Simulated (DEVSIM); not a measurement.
Device: abrupt In0.53Ga0.47As n-p junction, at 300 K.

```tsv
layer (left to right)	material	thickness (μm)	Nd (cm⁻³)	Na (cm⁻³)	τn (s)	τp (s)
1	In0.53Ga0.47As	97.0	3.9e16	-	9.1e-10	9.1e-10
2	In0.53Ga0.47As	210	-	8.5e16	9.1e-10	9.1e-10
```

Left contact: ohmic. Right contact: ohmic. Voltage is applied to the left contact. Recombination: SRH at mid-gap, radiative, Auger. Mobility is μmin + (μ − μmin)/(1 + (N/Nref)^α).

Constants are typed, rounded textbook-type inputs, not results; the design itself was drawn at random and stands for no fabricated device. Values at 300 K.

| parameter | In0.53Ga0.47As |
|---|---|
| gap (eV) | 0.74 |
| affinity (eV) | 4.51 |
| permittivity | 13.9 |
| Nc (cm⁻³) | 2.1e17 |
| Nv (cm⁻³) | 7.7e18 |
| μn (cm²/Vs) | 12000 |
| μp (cm²/Vs) | 300 |
| μn,min | 300 |
| μp,min | 10 |
| Nref,n | 1.3e17 |
| Nref,p | 4.9e17 |
| αn | 0.48 |
| αp | 0.4 |
| B (cm³/s) | 9.6e-11 |
| Cn (cm⁶/s) | 5e-29 |
| Cp (cm⁶/s) | 5e-29 |

Simulated with DEVSIM: 1D drift-diffusion, Boltzmann statistics, complete ionisation; no tunnelling, impact ionisation, image-force lowering or self-heating.

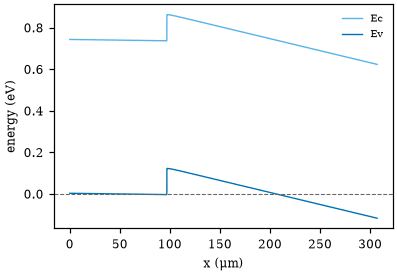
Figure: Band edges at -0.7 V on the left contact

Energies count from the Fermi level of the right contact; mesh points crowd at the junctions.

```json
[
 {"x (μm)": "0.000", "Ec (eV)": "0.744", "Ev (eV)": "0.004", "n (cm⁻³)": "3.9e16", "p (cm⁻³)": "1.5e7", "field (V/cm)": "≈ 0"},
 {"x (μm)": "0.07213", "Ec (eV)": "0.744", "Ev (eV)": "0.004", "n (cm⁻³)": "3.9e16", "p (cm⁻³)": "1.5e7", "field (V/cm)": "≈ 0"},
 {"x (μm)": "0.3609", "Ec (eV)": "0.744", "Ev (eV)": "0.003", "n (cm⁻³)": "3.9e16", "p (cm⁻³)": "1.5e7", "field (V/cm)": "≈ 0"},
 {"x (μm)": "1.581", "Ec (eV)": "0.743", "Ev (eV)": "0.003", "n (cm⁻³)": "3.9e16", "p (cm⁻³)": "1.5e7", "field (V/cm)": "≈ 0"},
 {"x (μm)": "10.04", "Ec (eV)": "0.743", "Ev (eV)": "0.003", "n (cm⁻³)": "3.9e16", "p (cm⁻³)": "1.5e7", "field (V/cm)": "≈ 0"},
 {"x (μm)": "40.29", "Ec (eV)": "0.741", "Ev (eV)": "0.001", "n (cm⁻³)": "3.9e16", "p (cm⁻³)": "1.5e7", "field (V/cm)": "≈ 0"},
 {"x (μm)": "82.16", "Ec (eV)": "0.738", "Ev (eV)": "-0.002", "n (cm⁻³)": "3.9e16", "p (cm⁻³)": "1.6e7", "field (V/cm)": "≈ 0"},
 {"x (μm)": "94.75", "Ec (eV)": "0.737", "Ev (eV)": "-0.003", "n (cm⁻³)": "3.9e16", "p (cm⁻³)": "3.1e13", "field (V/cm)": "≈ 0"},
 {"x (μm)": "96.46", "Ec (eV)": "0.737", "Ev (eV)": "-0.003", "n (cm⁻³)": "3.9e16", "p (cm⁻³)": "3.2e14", "field (V/cm)": "≈ 0"},
 {"x (μm)": "96.88", "Ec (eV)": "0.737", "Ev (eV)": "-0.003", "n (cm⁻³)": "3.9e16", "p (cm⁻³)": "5.9e14", "field (V/cm)": "270"},
 {"x (μm)": "96.99", "Ec (eV)": "0.793", "Ev (eV)": "0.053", "n (cm⁻³)": "4.5e15", "p (cm⁻³)": "5.6e15", "field (V/cm)": "19000"},
 {"x (μm)": "97.08", "Ec (eV)": "0.863", "Ev (eV)": "0.123", "n (cm⁻³)": "3.0e14", "p (cm⁻³)": "8.4e16", "field (V/cm)": "220"},
 {"x (μm)": "97.39", "Ec (eV)": "0.863", "Ev (eV)": "0.123", "n (cm⁻³)": "2.7e14", "p (cm⁻³)": "8.5e16", "field (V/cm)": "≈ 0"},
 {"x (μm)": "98.65", "Ec (eV)": "0.862", "Ev (eV)": "0.122", "n (cm⁻³)": "2.0e14", "p (cm⁻³)": "8.5e16", "field (V/cm)": "≈ 0"},
 {"x (μm)": "107.9", "Ec (eV)": "0.854", "Ev (eV)": "0.114", "n (cm⁻³)": "2.2e13", "p (cm⁻³)": "8.5e16", "field (V/cm)": "-11"},
 {"x (μm)": "140.8", "Ec (eV)": "0.816", "Ev (eV)": "0.076", "n (cm⁻³)": "1.2e10", "p (cm⁻³)": "8.5e16", "field (V/cm)": "-12"},
 {"x (μm)": "242.7", "Ec (eV)": "0.698", "Ev (eV)": "-0.042", "n (cm⁻³)": "7000000", "p (cm⁻³)": "8.5e16", "field (V/cm)": "-12"},
 {"x (μm)": "291.6", "Ec (eV)": "0.641", "Ev (eV)": "-0.099", "n (cm⁻³)": "7000000", "p (cm⁻³)": "8.5e16", "field (V/cm)": "-12"},
 {"x (μm)": "304.6", "Ec (eV)": "0.626", "Ev (eV)": "-0.114", "n (cm⁻³)": "7000000", "p (cm⁻³)": "8.5e16", "field (V/cm)": "-12"},
 {"x (μm)": "306.4", "Ec (eV)": "0.624", "Ev (eV)": "-0.116", "n (cm⁻³)": "7000000", "p (cm⁻³)": "8.5e16", "field (V/cm)": "-12"},
 {"x (μm)": "306.9", "Ec (eV)": "0.624", "Ev (eV)": "-0.116", "n (cm⁻³)": "7000000", "p (cm⁻³)": "8.5e16", "field (V/cm)": "-12"},
 {"x (μm)": "307.0", "Ec (eV)": "0.624", "Ev (eV)": "-0.117", "n (cm⁻³)": "7000000", "p (cm⁻³)": "8.5e16", "field (V/cm)": "-12"}
]
```
